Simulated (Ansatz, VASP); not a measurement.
# BAs: VASP beside Ansatz, part 2 of 2

Wanted: the spread between two codes on one cell, functional and k mesh. The cell is taken from a series of VASP runs on this material, whose earlier steps may have relaxed, scaled or displaced it; both programs get it as it stands. Valence electrons are named where the data sets of a main pair hold unlike numbers.

VASP 6.6.1 and Ansatz 0.2.0.

So far: The structure; VASP: band structure, r2SCAN-EpsX with an exact-exchange share of 0.102.

**3. Ansatz: band structure, r2SCAN-EpsX with an exact-exchange share of 0.102**

Level of this step: Ansatz beside VASP: Kohn-Sham DFT, plane waves, r2SCAN-EpsX (Ansatz).

Ansatz runs on its default PAW (the set named soft_2) files.

The same cell, functional, mesh and smearing now go to Ansatz, which takes its cutoff from its data sets.

File input.yaml:

```yaml
crystal:
  lattice:
    - [0.0, 2.3885, 2.3885]
    - [2.3885, 0.0, 2.3885]
    - [2.3885, 2.3885, 0.0]
  atoms:
    - { symbol: As, position: [0.75, 0.75, 0.75] }
    - { symbol: B, position: [0.0, 0.0, 0.0] }
hamiltonian:
  xc: { exchange: r2scan, correlation: r2scan, exx: { coeff: 0.102 } }
  pseudopotentials: { kind: paw }
kpoints:
  mp_grid: { grid: [5, 5, 5] }
  band_path:
    path:
      - [0.0, 0.0, 0.0]
      - [0.38889, 0.0, 0.38889]
      - [0.5, 0.0, 0.5]
      - [0.5, 0.22222, 0.72222]
      - [0.40278, 0.34722, 0.75]
      - [0.125, 0.125, 0.25]
      - [0.27778, 0.27778, 0.27778]
      - [0.55556, 0.38889, 0.55556]
      - [0.58333, 0.25, 0.66667]
      - [0.5, 0.30556, 0.69444]
      - [0.48611, 0.48611, 0.52778]
      - [0.625, 0.25, 0.625]
      - [0.5, 0.0, 0.5]
    npoints: 1
scf:
  occupations: { method: gaussian, width: 0.03 }
  n_extra_bands: 7
output:
  forces: true
  stress: true
  eigenvalues: true
```

The run is started by

```console
$ ansatz run input.yaml --threads 4 --pin off --max-ram 9216MiB --backend cpu --events-out ev --progress --plain --runs-dir out
```

Numbers of over 12 decimals in the logs are rounded to 6 here.

Output:

```text
Warning: output.stress: scf.convergence.dr2_threshold = 1e-7 eV (the SCF's general default) is looser than the 2e-10 eV advised for a printed stress (1e-10 eV for each atom of the cell: 2). What an SCF threshold leaves in a stress goes as its square root, and in the free energy as the threshold itself, and one threshold admits the most on a small cell: [figures from the program's tests cut] Set scf.convergence.dr2_threshold to 2e-10 eV or tighter. The threshold is an SCF's pass mark: one that does not reach it within its budget of iterations ends unconverged, or closes short of it on a stop that the run arms, and scf.convergence.dr2_threshold's page says what that costs each kind of run
Warning: output.stress: scf.exx.energy_threshold = 1e-6 eV is looser than the 2e-8 eV advised for a stress under a hybrid functional (1e-8 eV for each atom of the cell: 2). Every SCF of the exchange loop can meet its threshold on dr2 while the loop round them stops early: no threshold on dr2 bounds what that leaves in the stress. Set scf.exx.energy_threshold to 2e-8 eV or tighter. The threshold is the loop's pass mark: a loop that does not reach it within its budget of cycles ends unconverged, and scf.exx.energy_threshold's page has the law
scf.n_extra_bands = 7 over 9 filled bands (N_el = 18.0): the run solves 16 bands
Engine: ansatz 0.2.0, aarch64-unknown-linux-gnu
Pseudopotentials: kind: paw
Pseudopotential: As, paw, valence charge 15, recommended cutoff 500 eV (meta_gga), As.paw.azcp
Pseudopotential: B, paw, valence charge 3, recommended cutoff 500 eV (meta_gga), B.paw.azcp
Functional definition: unnamed
  parameter a_1 = 0.102
  exchange = (1 - a_1)*r2scan_x + a_1*exact_x
  correlation = r2scan_c
Crystal: 2 atoms, lattice volume = 27.252 Å³
Basis set: ecut = 500 eV, 701 PW (Γ), exchange–correlation on 100×100×100 points (64 copies of the dense FFT grid, shifted against one another)
Bands: 16, of which v1, the nominal top of the filled ones, is band 9 counted from 1 (8 counted from 0)
Symmetry: 24 space group operations
Space group: F-43m (ITA 216), of the structure as read, at distance tolerance 3.0e-5 Å
k-points: 10 of 125 (time reversal used)
Non-local potential: As, projectors of the file, l = 0: 2, l = 1: 2, l = 2: 3, l = 3: 1
Non-local potential: B, projectors of the file, l = 0: 2, l = 1: 2, l = 2: 1
PAW form: soft (Blöchl's): semilocal exchange-correlation on the pseudo side does not see the compensation charge
PAW frozen core: As, regenerated for the run's functional, and the local potential with it (the file was generated under x = pbe(κ = 0.804, μ = 0.219515), c = pbe(β = 0.066725))
PAW frozen core: B, regenerated for the run's functional, and the local potential with it (the file was generated under x = pbe(κ = 0.804, μ = 0.219515), c = pbe(β = 0.066725))
PAW one-centre angular grid: As, 590 points (default); XC on 160 Gauss nodes
PAW one-centre angular grid: B, 302 points (default); XC on 160 Gauss nodes
Initial density: superposition of atomic densities (neutral atoms: chi_scale 0, normalization atom), corrected by the library's trained network
Initial wavefunctions: pseudopotential atomic-orbital guess
Functional: x = r2scan, c = r2scan; τ floored in thin density (d = 2e-4 eV/Å³), warm-up for x = 0.898 r2scan + 0.102 exact, c = r2scan; τ floored in thin density (d = 2e-4 eV/Å³)
SCF iter   1: F=—  HF=-5021.259569 eV  |F-HF|=—  |Δ(HF+E_count)|=         —  Δρ=6.00e-3  dr2=1.01e-2  dr2_τ=9.85e-2  ethr=1.77e-3  ⟨swp⟩=9.3  Hψ=729  notcnv=0
preconditioner: auto → none  [insulator: Δε(μ)=1.338 eV  Ē_g=16.575 eV  σ=0.030 eV  W_gap=1.00  n_scr=8 (ndim 8)  ℏωp=20.1 eV  f_vac=0.000  D(μ)=0.00/eV (n_scr^D=0)]
iter 2 solved again at ethr=5.30e-6 eV; its pass at ethr=5.62e-5 eV (dr2=9.55e-4 eV) is discarded
SCF iter   2: F=—  HF=-5021.285607 eV  |F-HF|=—  |Δ(HF+E_count)|=   2.60e-2  Δρ=2.59e-3  dr2=9.58e-4  dr2_τ=1.02e-4  ethr=5.30e-6  ⟨swp⟩=2.0  Hψ=748  notcnv=0
SCF iter   3: F=—  HF=-5021.285738 eV  |F-HF|=—  |Δ(HF+E_count)|=   1.31e-4  Δρ=1.37e-3  dr2=2.44e-4  dr2_τ=3.40e-6  ethr=5.30e-6  ⟨swp⟩=2.0  Hψ=252  notcnv=0
SCF iter   4: F=-5021.285809 eV  HF=-5021.285806 eV  |F-HF|=3.24e-6  |Δ(HF+E_count)|=   6.77e-5  Δρ=3.61e-4  dr2=1.69e-5  dr2_τ=4.06e-7  ethr=1.36e-6  ⟨swp⟩=2.0  Hψ=258  notcnv=0
SCF 1 stopped early in 4 iterations: F = -5021.285809 eV  dr2 = 1.69e-5
  greatest PAW one-centre occupation: 0.999 electrons in one spin orbital (limit 2), on the As atom at site 0 (counted from 0), in its partial waves of l = 2
Initial density: handed on by an earlier stage of this run
Initial wavefunctions: those handed on with the density
Functional: x = 0.898 r2scan + 0.102 exact, c = r2scan; τ floored in thin density (d = 2e-4 eV/Å³)
Frozen-core exchange: fock
SCF iter   1: F=—  HF=-5020.952477 eV  |F-HF|=—  |Δ(HF+E_count)|=         —  Δρ=2.12e-3  dr2=5.60e-4  dr2_τ=2.03e-5  ethr=9.41e-7  ⟨swp⟩=5.3  Hψ=688  notcnv=0
preconditioner: auto → none  [insulator: Δε(μ)=1.859 eV  Ē_g=17.435 eV  σ=0.030 eV  W_gap=1.00  n_scr=8 (ndim 8)  ℏωp=20.1 eV  f_vac=0.002  D(μ)=0.00/eV (n_scr^D=0)]
SCF iter   2: F=—  HF=-5020.951976 eV  |F-HF|=—  |Δ(HF+E_count)|=   5.01e-4  Δρ=7.60e-4  dr2=1.14e-4  dr2_τ=6.81e-7  ethr=9.41e-7  ⟨swp⟩=3.9  Hψ=421  notcnv=0
SCF iter   3: F=—  HF=-5020.951985 eV  |F-HF|=—  |Δ(HF+E_count)|=   8.59e-6  Δρ=1.82e-4  dr2=1.27e-5  dr2_τ=1.16e-7  ethr=3.50e-7  ⟨swp⟩=2.0  Hψ=250  notcnv=0
SCF iter   4: F=—  HF=-5020.952252 eV  |F-HF|=—  |Δ(HF+E_count)|=   2.67e-4  Δρ=1.06e-4  dr2=1.29e-6  dr2_τ=3.17e-8  ethr=1.84e-8  ⟨swp⟩=4.0  Hψ=411  notcnv=0
SCF iter   5: F=-5020.952251 eV  HF=-5020.952251 eV  |F-HF|=7.09e-9  |Δ(HF+E_count)|=   6.79e-7  Δρ=2.34e-5  dr2=1.02e-7  dr2_τ=2.64e-9  ethr=7.05e-9  ⟨swp⟩=3.0  Hψ=309  notcnv=0
SCF 2 stopped early in 5 iterations: F = -5020.952251 eV  dr2 = 1.02e-7
hybrid outer 1: dexx = +2.112e-4 eV, tail = 7.22e-7 eV
Frozen-core exchange: fock
SCF iter   1: F=—  HF=-5020.952259 eV  |F-HF|=—  |Δ(HF+E_count)|=         —  Δρ=1.03e-5  dr2=1.28e-8  dr2_τ=5.64e-10  ethr=2.01e-8  ⟨swp⟩=4.8  Hψ=426  notcnv=0
preconditioner: auto → none  [insulator: Δε(μ)=1.868 eV  Ē_g=17.435 eV  σ=0.030 eV  W_gap=1.00  n_scr=8 (ndim 8)  ℏωp=20.1 eV  f_vac=0.002  D(μ)=0.00/eV (n_scr^D=0)]
SCF iter   2: F=-5020.952259 eV  HF=-5020.952259 eV  |F-HF|=2.18e-10  |Δ(HF+E_count)|=   7.97e-9  Δρ=2.65e-6  dr2=1.17e-9  dr2_τ=5.72e-11  ethr=6.83e-11  ⟨swp⟩=4.0  Hψ=394  notcnv=0
SCF 3 converged in 2 iterations: F = -5020.952259 eV  dr2 = 1.17e-9
  Residual-converged pass: ⟨swp⟩=2.1  Hψ=250  notcnv=0  max |occ|·‖R‖ = 2.0e-6 eV (tolerance 2.4e-6 eV)  dr2=1.17e-9  dr2_τ=5.72e-11  dr2_onsite=9.25e-10  max |Δocc| = 0.0e0
hybrid outer 2: dexx = +6.611e-9 eV, tail = 4.41e-9 eV, Δε = 4.12e-4 eV (about 4.71e-5 eV left of the loop's levels)
NSCF: frozen V_eff on 13 k-points
hybrid SCF converged: 2 outer / 7 inner (+4 warm-up), last move |dexx| = 6.61e-9 eV, tail = 4.41e-9 eV
Stability not checked: this state was not tested for a lower state beside it, because the functional holds exact exchange (a hybrid, or Hartree-Fock), whose exchange loop this test does not read (fock_operator; see scf.lower_state_search)
Free energy (F): -5020.952259 eV
Frozen-core exchange: fock
Harris-Foulkes:  -5020.952259 eV  (|F-HF|=2.18e-10)
Internal energy: -5020.952259 eV  (E = F + TS)
E sigma→0 (E₀):  -5020.952259 eV
Fermi energy:    11.715977 eV
--- Per-component energies (eV) ---
  E_band       = -242.863218
  E_kinetic    = 151.522735
  E_local      = -1694.578272  (includes V_loc(G=0)·N_el)
  E_nonlocal   = -657.950258
  E_hartree    = 941.629228
  E_xc         = -96.057162
  E_vxc        = -113.412740  (∫ρ·V_xc dr)
  E_exx        = -30.253296  (= α·E_x^exact, valence–valence)
  E_paw        = -1907.893855  (= ΣΔE_a)
  E_vpaw       = 243.536549  (= ΣTr[D̂ρ^β])
  E_aug_tail   = -0.000007  (compensation charges beyond the density's cutoff)
  E_vtau       = 5.267275  (kinetic-family band-sum trace: ∫τ·v_τ [+ j·A + Jᵃ·Aᵃ] dr)
  E_ewald      = -1725.774997
  E_core_change = -1.596375  (= ΣΔE_core)
  E_smearing   = -0.000000  (= −TS)
  E_closure    = 0.000000  (closes the sum)
  Σ components = -5020.952259   (vs F -5020.952259, Δ=0.00e0)
--- Forces (eV/Å), atoms counted from 1 ---
  atom   1  As    -0.00000000     0.00000000    -0.00000000
  atom   2  B     -0.00000000     0.00000000    -0.00000000
  max |Σ_I F_I| component: 5.64e-16 eV/Å
--- Stress (GPa, compression-positive) ---
       -0.155908       0.000000      -0.000000
        0.000000      -0.155908       0.000000
       -0.000000       0.000000      -0.155908
  P = ⅓ Tr σ = -0.1559 GPa (-1.559 kbar)
--- Band table (eV; the first three rows and the last of 10) ---
  k-point 0: bands = [... 5 lower, -5.9504, 10.7822, 10.7822, 10.7822, 14.7919, 14.7919, 14.7919, 16.5755, ... 3 higher]
  k-point 1: bands = [... 5 lower, -5.2457, 6.6905, 9.8222, 9.8222, 14.8583, 16.0192, 16.0192, 19.2244, ... 3 higher]
  k-point 2: bands = [... 5 lower, -3.4039, 2.1288, 8.8950, 8.8950, 14.3884, 16.4885, 16.4885, 21.0215, ... 3 higher]
  k-point 9: bands = [... 5 lower, -1.8751, 2.3723, 4.8519, 6.2650, 16.1659, 17.1168, 17.9117, 21.8469, ... 3 higher]
```

Elapsed: 22 s, on 4 threads of Arm Neoverse V1, shared host; peak memory 0.75 GiB.

**4. Differences**

Known differences besides the potentials themselves: exact exchange at q = 0 is treated differently, which shows on coarse meshes; VASP keeps PBE cores, Ansatz makes them for the functional; the data sets hold 18 valence electrons in Ansatz (on its default PAW (the set named soft_2) files) and 8 in VASP; the cutoff is 500 eV in Ansatz and 370 eV in VASP; VASP takes a coarser grid for exact exchange (PRECFOCK = Fast). Total energies have different zeros and are not compared.

The two programs side by side:

```csv
quantity,Ansatz,VASP,difference
gap over the path points (eV),1.869,1.879,-0.010
```

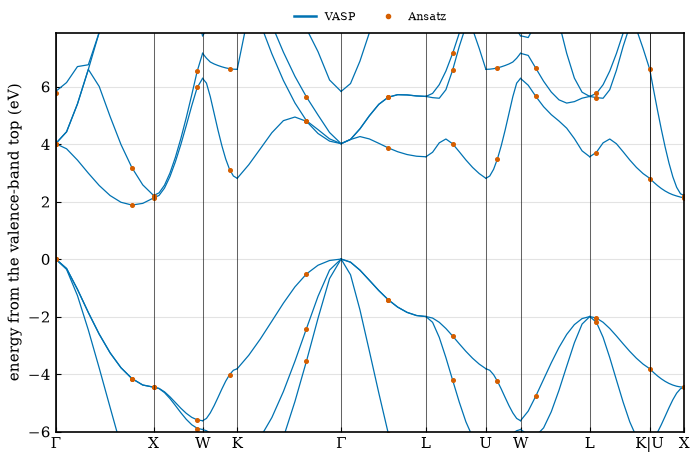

Bands from VASP (lines) and levels from Ansatz (dots). Dots without a line are higher empty bands that the VASP plot leaves out.

Levels at points of the path, from each program's valence-band top (eV; 3 filled, then empty):

```
k (reciprocal lattice)                             Ansatz                               VASP
     0.000 0.000 0.000      0.00 0.00 0.00 4.01 4.01 4.01      0.00 0.00 0.00 4.01 4.01 4.01
     0.389 0.000 0.389  -7.81 -4.16 -4.16 1.87 3.17 11.69  -7.80 -4.16 -4.16 1.88 3.18 11.65
     0.500 0.000 0.500  -9.42 -4.47 -4.47 2.11 2.20 13.00  -9.40 -4.46 -4.46 2.13 2.21 12.96
     0.500 0.222 0.722   -8.96 -5.90 -5.60 5.97 6.53 8.43   -8.95 -5.89 -5.59 5.96 6.53 8.42
     0.403 0.347 0.750  -9.00 -6.41 -4.03 3.11 6.63 10.16  -8.99 -6.40 -4.02 3.12 6.62 10.14
     0.125 0.125 0.250   -3.56 -2.43 -0.52 4.79 4.81 5.63   -3.55 -2.42 -0.52 4.79 4.81 5.64
     0.278 0.278 0.278   -6.07 -1.42 -1.42 3.85 5.63 5.63   -6.06 -1.41 -1.41 3.87 5.63 5.63
     0.556 0.389 0.556   -9.27 -4.22 -2.68 4.00 6.57 7.16   -9.26 -4.21 -2.67 4.01 6.57 7.15
     0.583 0.250 0.667   -8.99 -6.37 -4.26 3.48 6.65 9.80   -8.98 -6.36 -4.25 3.48 6.65 9.78
     0.500 0.306 0.694   -8.83 -6.16 -4.77 5.66 6.63 8.20   -8.81 -6.15 -4.76 5.65 6.63 8.20
```

Among the levels compared at these points, filled levels agree within 16 meV and empty ones within 42 meV.

**5. Summary of results**

| Quantity | Value |
| --- | --- |
| largest difference of a filled level at the path points (band structure, r2SCAN-EpsX with an exact-exchange share of 0.102) | 16 meV |

In words: The largest difference of a filled level at the path points is 16 meV (band structure, r2SCAN-EpsX with an exact-exchange share of 0.102), within the 80 meV picked in this series as the mark of a large difference. The data sets hold unlike numbers of valence electrons (18 in Ansatz and 8 in VASP), so part of the differences comes from the potentials. How closely two codes agree says nothing of how well the functional describes the real material.

[Lines on the potential files, build, host, timing and source positions are cut from VASP's logs without a mark.]

[Logs are printed without paths, hosts, clocks, repeated set-up lines and the standing remarks that a program may print on its own settings, such as how far it seeks lower states.]

[Hosts, paths, dates, database ids (printed as entryN), source tags and the programs' standing remarks are cut or masked in the printed files.]
